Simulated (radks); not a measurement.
# Nuclear size and the levels of Ta²⁺

Aim: how the total energy, the levels and the density at the nucleus of Ta²⁺ respond when the nuclear radius is scaled.

Program: radks (a radial shooting solver on a logarithmic mesh, Libxc functionals) version 1. Level of theory: Dirac Kohn-Sham, exchange-only LDA, spin-unpolarised, spherical densities, finite nucleus; open shells fill j = l - 1/2 first. These are calculated values, not measurements, unless marked.

## (1) The system

```
element            : tantalum (Z = 73)
charge             : +2
electrons          : 71
configuration      : [Xe] 4f14 5d3
nuclear rms radius : 5.3507 fm
```

## (2) rms radius 5.3507 fm

Input:

```text
Z 73
configuration [Xe] 4f14 5d3 6s0 6p0
relativity Dirac
functional lda,
spin unpolarised
j_filling energy
nucleus finite rms 5.3507 fm
c 137.035999084
```

## (3) rms radius 4.4946 fm

Settings, as their differences from step 2:

```diff
@@ -6,3 +6,3 @@
 j_filling energy
-nucleus finite rms 5.3507 fm
+nucleus finite rms 4.4946 fm
 c 137.035999084
```

## (4) rms radius 5.1688 fm

Settings, as their differences from step 3:

```diff
@@ -6,3 +6,3 @@
 j_filling energy
-nucleus finite rms 4.4946 fm
+nucleus finite rms 5.1688 fm
 c 137.035999084
```

## (5) rms radius 5.5219 fm

Settings, as their differences from step 4:

```diff
@@ -6,3 +6,3 @@
 j_filling energy
-nucleus finite rms 5.1688 fm
+nucleus finite rms 5.5219 fm
 c 137.035999084
```

## (6) rms radius 6.2603 fm

Settings, as their differences from step 5:

```diff
@@ -6,3 +6,3 @@
 j_filling energy
-nucleus finite rms 5.5219 fm
+nucleus finite rms 6.2603 fm
 c 137.035999084
```

**Question.** What will these runs give? Wanted: for each run, rms radius; total energy shift; density at nucleus; 1s1/2 shift; 2s1/2 shift; 4p1/2 shift; 5s1/2 shift; 6s1/2 shift.

As calculated:

```csv
rms radius (fm),total energy shift (eV),density at nucleus (e/bohr³),1s1/2 shift (meV),2s1/2 shift (meV),4p1/2 shift (meV),5s1/2 shift (meV),6s1/2 shift (meV)
4.4946,-15.8,1.386e+06,-6427,-897,-0.408,-8.33,-1.10
5.1688,-3.51,1.322e+06,-1428,-199,-0.0914,-1.85,-0.244
5.3507,0,1.307e+06,0,0,0,0,0
5.5219,3.38,1.293e+06,1374,192,0.0883,1.78,0.235
6.2603,18.8,1.24e+06,7624,1064,0.495,9.88,1.30
```

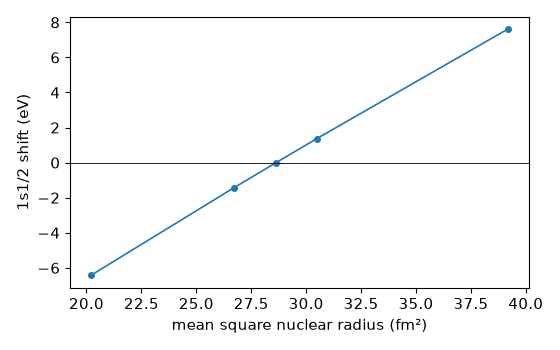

Shift of the 1s1/2 level against the mean square radius.

Shifts are against the first run. Over the range the 1s1/2 level moves by 14.1 eV and the 6s1/2 level by 2.40 meV. A larger nucleus binds the 1s electrons less and lowers the density at its centre. These are shifts of eigenvalues, not the field shifts of spectral lines.
